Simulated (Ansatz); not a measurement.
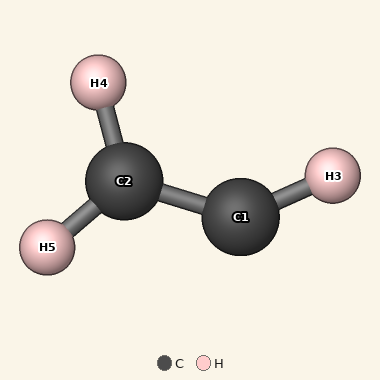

The system is C2H3, SMILES [CH]=C, spin multiplicity 2; the picture shows the reference structure. First axis: bond length C1–C2. Second axis: bond length C2–H5. Nothing is relaxed (all other coordinates rigid). The grid has 11 × 11 points. Points are written as (first, second). Energies are in kcal/mol, from the lowest grid point. Level of theory: UKS CAM-B3LYP-D4/def2-TZVP (Ansatz 0.2.0).

Its coordinates:

```yaml
atoms:
  - { symbol: C, position_ang: [0.4892, -0.4214, 0.5663] }
  - { symbol: C, position_ang: [-0.1356, 0.3917, -0.2282] }
  - { symbol: H, position_ang: [0.4773, -1.4678, 0.8263] }
  - { symbol: H, position_ang: [-0.9345, 0.0480, -0.8861] }
  - { symbol: H, position_ang: [0.1036, 1.4495, -0.2783] }
```

Range: bond length C1–C2 from 1.142 to 1.621 Å; bond length C2–H5 from 0.934 to 1.520 Å.

> What will the energy surface look like?

The lowest grid point is at (1.286 Å, 1.110 Å). It is the only kind of minimum in the scanned range. The highest grid point, (1.621 Å, 1.520 Å), lies 83.7 kcal/mol above the lowest. Round the minimum the two coordinates are nearly uncoupled.

```
bond length C2–H5 ↓, bond length C1–C2 →  1.142  1.190  1.238  1.286  1.333  1.381  1.429  1.477  1.525  1.573  1.621
                                   1.520   54.8   42.6   36.5   34.9   36.8   41.4   48.0   55.9   64.8   74.2   83.7
                                   1.461   49.4   36.9   30.4   28.6   30.3   34.7   41.1   49.0   57.8   67.1   76.6
                                   1.403   44.1   31.2   24.4   22.4   23.9   28.2   34.5   42.2   51.0   60.3   69.7
                                   1.344   38.8   25.6   18.5   16.3   17.6   21.8   28.0   35.7   44.3   53.6   63.0
                                   1.285   33.9   20.3   13.1   10.6   11.8   15.8   22.0   29.6   38.2   47.4   56.8
                                   1.227   29.6   15.9    8.4    5.8    6.9   10.8   16.8   24.4   32.9   42.1   51.4
                                   1.168   26.4   12.4    4.8    2.0    3.0    6.8   12.8   20.2   28.8   37.9   47.2
                                   1.110   24.8   10.6    2.9    0.0    0.9    4.6   10.5   17.9   26.4   35.4   44.8
                                   1.051   25.5   11.2    3.3    0.3    1.1    4.7   10.5   17.9   26.3   35.4   44.7
                                   0.992   29.5   15.1    7.0    4.0    4.7    8.3   14.0   21.4   29.8   38.8   48.1
                                   0.934   37.9   23.4   15.3   12.2   12.8   16.4   22.1   29.4   37.7   46.8   56.0
```

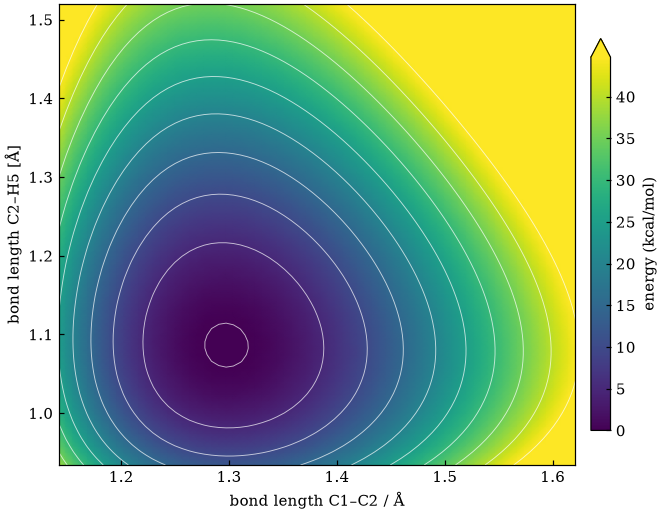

The picture shows a smooth colour map with a few white contour lines, one colour for all values above the top of the scale. Between grid points the surface is interpolated.

The whole map (121 points run) took 6.5 min on 1 thread of AMD EPYC 7R43 64-Core Processor (Zen 3) (shared host).
